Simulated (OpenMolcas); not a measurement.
**One shape, several levels: InPH4O (SMILES O[PH][InH2])**

Wanted: a comparison of 4 runs (PBE/def2-SVPD, TPSS/def2-SVPD, revPBE/def2-SVPD, CCSD(T)/def2-SVPD) of InPH4O. 

The results are computed with OpenMolcas 26.06.

1 further run of the same task is left out (it didn't finish).

## (1) The molecule

The species is InPH4O (7 atoms), meant as a singlet with charge 0. As SMILES, `O[PH][InH2]`. Geometry: relaxed at PBE0-D4/def2-TZVP. This is one conformer, not always the lowest.

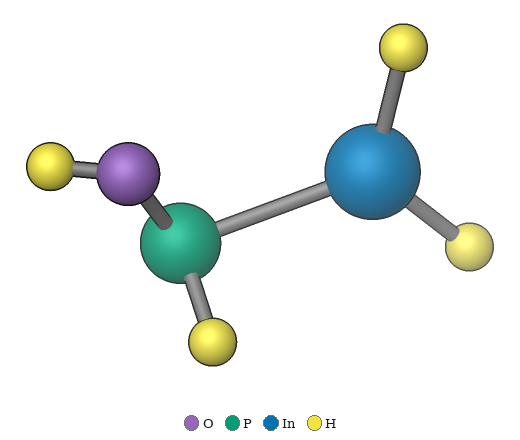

The structure, seen from a chosen angle (oxygen purple, phosphorus teal, indium blue, hydrogen yellow).

## (2) Energy and gradient at PBE/def2-SVPD (core potential) (run 1)

job.input

```
* H4InOP Kohn-Sham DFT
>>> EXPORT MOLCAS_PRINT=2

&GATEWAY
 BasLib=$CurrDir
 Coord
 7
 angstrom
 O       -1.844500       0.146900       0.079200
 P       -0.622800      -0.370000      -0.935500
 In       1.396900       0.365900       0.345900
 H       -2.634300       0.311800      -0.441900
 H       -0.483700      -1.722100      -0.492200
 H        1.278200       1.623200       1.518000
 H        2.910100      -0.355700      -0.073500
 Basis=def2-SVPD
 Group=NoSym

&SEWARD
 GridInput
 Grid=UltraFine
 End of Grid

&SCF
 KSDFT=PBE
 Thresholds=1e-10 1e-07 1e-07 1e-05
 PrOrbitals=1 1

&ALASKA
```

The basis set def2-SVPD is read from a file made from the Basis Set Exchange's data (not shown).

On the command line:

```
export MOLCAS_MEM=1860
pymolcas job.input > job.log
```

The log of the run:

```text
--- Start Module: gateway ---
[...]
--- Stop Module: gateway /rc=_RC_ALL_IS_WELL_ ---
[...]
      Basis functions          111
[...]
--- Start Module: scf ---
[...]
       Convergence after  17 Iterations
[...]
::    Total KS-DFT energy                            -608.6925142874
[...]
      Total spin, S                                     0.0000000000
[...]
      Total electronic charge=   48.000000
      Total            charge=   -0.000000
[...]
      Dipole Moment (debye):
      Origin of the operator (angstrom)=    0.6799    0.1976    0.0756
                   X= -6.3525E-01               Y= -2.9615E-02               Z= -4.2371E-01           Total=  7.6417E-01
      Quadrupole Moment (debye*angstrom):
[...]
--- Stop Module: scf /rc=_RC_ALL_IS_WELL_ ---
[...]
--- Start Module: alaska ---
[...]
 *              Molecular gradients               *
 **************************************************
  Irreducible representation: a
 ------------------------------------------------------------------------------------------
                              X                       Y                       Z
 ------------------------------------------------------------------------------------------
  O1                8.85024458196249E-03   -5.15423650116054E-03   -2.00610553285294E-02
  P2               -1.31467695253162E-02    1.44729550444556E-03    2.05460974948899E-02
  IN3              -2.43769521882520E-03    9.24568499467426E-05   -1.78244710255804E-03
  H4                1.09000374915604E-02   -2.56621342960717E-03    5.52171105831079E-03
  H5               -8.83140448468489E-04    7.86955168506243E-03   -2.75290326799071E-03
  H6                4.83055421574091E-04   -3.39594176998448E-03   -2.79681665868470E-03
  H7               -3.76573230241384E-03    1.70708766135963E-03    1.32541380448781E-03
 ------------------------------------------------------------------------------------------
--- Stop Module: alaska /rc=_RC_ALL_IS_WELL_ ---
[...]
```

Run time: 36 s. Hardware: 1 thread of Intel Xeon 6975P-C (Granite Rapids), shared host; peak memory 0.66 GiB.

## (3) Energy and forces at TPSS/def2-SVPD (core potential) (run 2)

struct.xyz

```xyz
7

O     -1.844500     0.146900     0.079200
P     -0.622800    -0.370000    -0.935500
In     1.396900     0.365900     0.345900
H     -2.634300     0.311800    -0.441900
H     -0.483700    -1.722100    -0.492200
H      1.278200     1.623200     1.518000
H      2.910100    -0.355700    -0.073500
```

mol.inp

```
&GATEWAY
  BasLib
  $CurrDir
  Coord
  struct.xyz
  Basis
  def2-SVPD
  Group
  NoSym

&SEWARD
  GridInput
  Grid=UltraFine
  End of Grid

&SCF
  KSDFT
  2
  1.0 MGGA_X_TPSS
  1.0 MGGA_C_TPSS
  Thresholds
  1e-10 1e-07 1e-07 1e-05
  PrOrbitals
  0

&ALASKA
```

The basis set def2-SVPD is read from a file made from the Basis Set Exchange's data (not shown).

On the command line:

```
export MOLCAS_MEM=1860
pymolcas mol.inp > mol.log
```

The log of the run:

```text
--- Start Module: gateway ---
[...]
--- Stop Module: gateway /rc=_RC_ALL_IS_WELL_ ---
[...]
      Basis functions          111
[...]
--- Start Module: scf ---
[...]
       Convergence after  16 Iterations
[...]
::    Total KS-DFT energy                            -608.8927913396
[...]
      Total spin, S                                     0.0000000000
[...]
      Total electronic charge=   48.000000
      Total            charge=   -0.000000
[...]
      Dipole Moment (debye):
      Origin of the operator (angstrom)=    0.6799    0.1976    0.0756
                   X= -5.9997E-01               Y= -3.3528E-02               Z= -3.9220E-01           Total=  7.1757E-01
      Quadrupole Moment (debye*angstrom):
[...]
--- Stop Module: scf /rc=_RC_ALL_IS_WELL_ ---
[...]
--- Start Module: alaska ---
[...]
 *              Molecular gradients               *
 **************************************************
  Irreducible representation: a
 ------------------------------------------------------------------------------------------
                              X                       Y                       Z
 ------------------------------------------------------------------------------------------
  O1                8.57890295101704E-03   -4.89506331510903E-03   -1.87334618046471E-02
  P2               -1.29473892106198E-02    5.43762622476063E-03    1.84938321529771E-02
  IN3              -3.42670296808656E-03   -7.42471940477607E-04   -2.30348878248687E-03
  H4                1.03360485189850E-02   -2.46160740071555E-03    4.86804362444948E-03
  H5               -1.24562156570029E-04    3.89122779906703E-03   -1.23929456820981E-03
  H6                1.87179302051699E-04   -2.35002170617760E-03   -1.92494691080913E-03
  H7               -2.60347643667203E-03    1.12031033858351E-03    8.39316288623770E-04
 ------------------------------------------------------------------------------------------
--- Stop Module: alaska /rc=_RC_ALL_IS_WELL_ ---
[...]
```

Run time: 45 s. Hardware: 1 thread of Intel Xeon 6975P-C (Granite Rapids), shared host; peak memory 0.66 GiB.

Run 3 isn't shown in full; the table further down has it.

## (4) A single-point energy at CCSD(T)/def2-SVPD (Cholesky decomposition, core potential) (run 4)

test.input

```
&GATEWAY
  BasLib = $CurrDir
  Coord
  7
  angstrom
  O       -1.844500       0.146900       0.079200
  P       -0.622800      -0.370000      -0.935500
  In       1.396900       0.365900       0.345900
  H       -2.634300       0.311800      -0.441900
  H       -0.483700      -1.722100      -0.492200
  H        1.278200       1.623200       1.518000
  H        2.910100      -0.355700      -0.073500
  Basis = def2-SVPD
  Group = NoSym

&SEWARD
  High

&SCF
  Thresholds = 1e-10 1e-07 1e-07 1e-05
  PrOrbitals = 0

&CHCC
  Frozen = 10
  Threshold = 1e-08
  MaxIterations = 80

&CHT3
  Frozen = 10
```

The basis set def2-SVPD is read from a file made from the Basis Set Exchange's data (not shown).

On the command line:

```
export MOLCAS_MEM=1860
pymolcas test.input > test.log
```

The log of the run:

```text
--- Start Module: gateway ---
[...]
--- Stop Module: gateway /rc=_RC_ALL_IS_WELL_ ---
[...]
      Basis functions          111
[...]
       Convergence after  14 Iterations
[...]
::    Total SCF energy                               -606.9562996569
[...]
      Total spin, S                                     0.0000000000
[...]
      Total electronic charge=   48.000000
      Total            charge=   -0.000000
[...]
      Dipole Moment (debye):
      Origin of the operator (angstrom)=    0.6799    0.1976    0.0756
                   X= -2.5057E-01               Y= -7.3484E-02               Z= -3.5049E-01           Total=  4.3707E-01
      Quadrupole Moment (debye*angstrom):
[...]
--- Start Module: chcc ---
[...]
--- Stop Module: chcc /rc=_RC_ALL_IS_WELL_ ---
[...]
--- Start Module: cht3 ---
[...]
--- Stop Module: cht3 /rc=_RC_ALL_IS_WELL_ ---
[...]
```

Wall time 11 min (1 thread of Intel Xeon 6975P-C (Granite Rapids), shared host); peak memory 0.24 GiB.

## (5) All runs side by side

| run | level | integral approximation | task | energy (Eh) | dipole moment (D) of the reference | HOMO energy (eV) | LUMO energy (eV) | wall time |
| --- | --- | --- | --- | --- | --- | --- | --- | --- |
| 1 | PBE/def2-SVPD (core potential) | none | gradient | -608.692514 | 0.76 | -5.56 | -2.54 | 36 s |
| 2 | TPSS/def2-SVPD (core potential) | none | gradient | -608.892791 | 0.72 | -5.63 | -2.38 | 45 s |
| 3 | revPBE/def2-SVPD (core potential) | none | gradient | -608.896313 | 0.75 | -5.52 | -2.43 | 36 s |
| 4 | CCSD(T)/def2-SVPD (Cholesky decomposition, core potential) | CD high | energy | -607.434387 | 0.44 | -8.89 | 0.71 | 11 min |

## (6) Summary of results

| quantity | value |
| --- | --- |
| run 4: total energy | -607.43439 Eh |
| run 4: dipole moment (mean-field density) | 0.44 D |
| run 4: HOMO energy (Hartree–Fock orbitals) | -8.89 eV |
| run 4: LUMO energy (Hartree–Fock orbitals) | 0.71 eV |
| run 4: HOMO–LUMO gap (Hartree–Fock orbitals) | 9.60 eV |
| run 4: correlation energy (10 core orbitals frozen) | -478.1 mEh |
| run 4: (T) correction | -14.96 mEh |

In words: Over runs 1, 2, 3 the dipole moment (its size) runs from 0.72 D (TPSS/def2-SVPD) to 0.76 D (PBE/def2-SVPD). Over runs 1, 2, 3 the HOMO–LUMO gap runs from 3.03 eV (PBE/def2-SVPD) to 3.25 eV (TPSS/def2-SVPD). Totals of different functionals can't be ranked against each other. All runs together took 13 min, the longest 11 min.
